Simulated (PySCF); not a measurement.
**CH4ClFSi (SMILES FC([SiH3])Cl): density, localisation and related maps**

The calculation's input:

```
{"job": {"kind": "nmr", "xc": "PBE0", "basis": "pcSseg-2"}, "charge": 0, "multiplicity": 1}
C      0.263782     0.539273    -0.778146
Si    -0.486521    -0.515463     0.631311
F      1.511211     0.960083    -0.437379
Cl     0.346363    -0.469361    -2.257030
H     -0.339251     1.420322    -1.051692
H      0.396581    -1.695516     0.836203
H     -1.859496    -0.931336     0.228022
H     -0.545808     0.314759     1.870515
```

Command:

```sh
OMP_NUM_THREADS=1 python cluster_run.py task.json out
```

Geometry: PBE0-D3(BJ)/def2-SVP.

All numbers below come from PySCF 2.14.0, PBE0/pcSseg-2, SCF density, gas phase, non-relativistic.

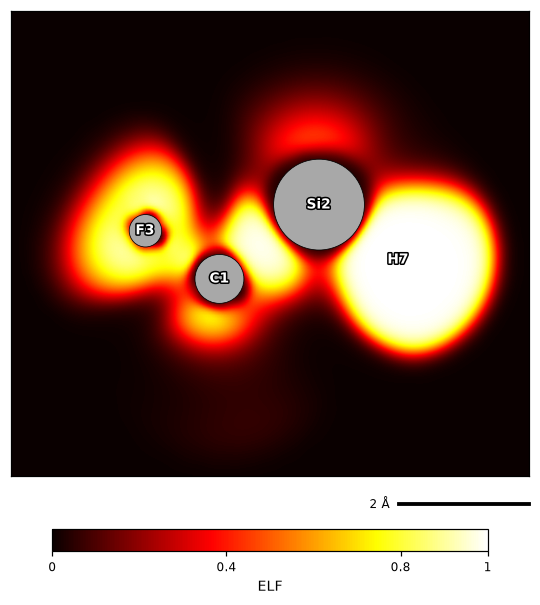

Figure 1. Electron localisation function on the plane of atoms Si2, C1 and F3. Grey discs cover the atomic cores.

### Describe what can be read from this map.

Atoms in the plane: C, Si, F and H.
C–F (1.36 Å): the ELF peaks at about 0.85 between the atoms; a polar covalent bond.
C–Si (1.91 Å): the ELF peaks at about 1 between the atoms: a covalent bond.
Si–H (1.49 Å): the ELF climbs to about 1 towards the hydrogen, as it does in any bond to H.
The ELF also peaks beside F3, away from the bonds: lone-pair regions.

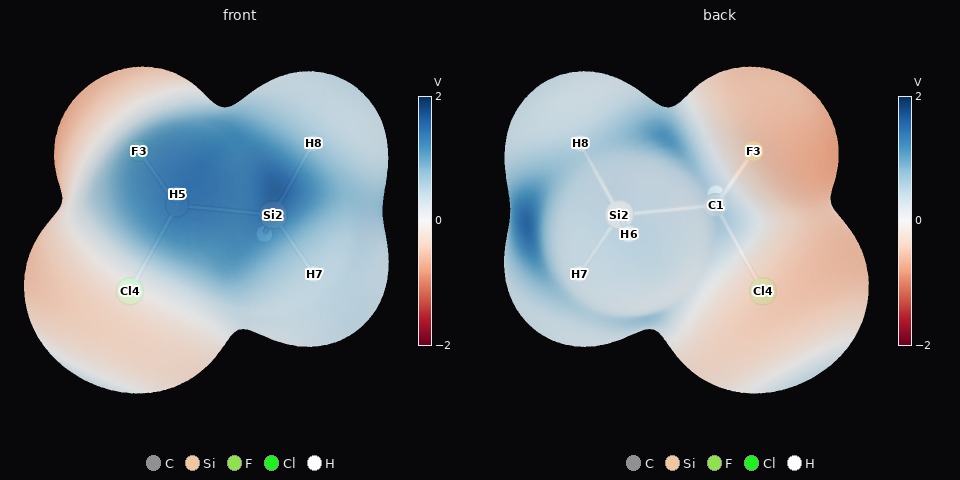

Figure 2. The molecular electrostatic potential painted on the density surface at 0.002 e/bohr³, seen from the front and from behind; red is negative and blue positive.

### Which sites attract a positive test charge, and which a negative one?

A positive charge is drawn to the negative regions and a negative charge to the positive ones. The most negative region (about −0.7 V, or −16 kcal/mol for a unit charge) lies over F3, the most positive (about +1.6 V, or +37 kcal/mol for a unit charge) over Si2 and H5. Cl4 shows a σ-hole: about +0.4 V, or +9 kcal/mol for a unit charge at the tip opposite its bond, against about −0.3 V, or −7 kcal/mol for a unit charge on its flanks.

### How polar is the molecule by this calculation?

Its dipole moment is 1.86 D.
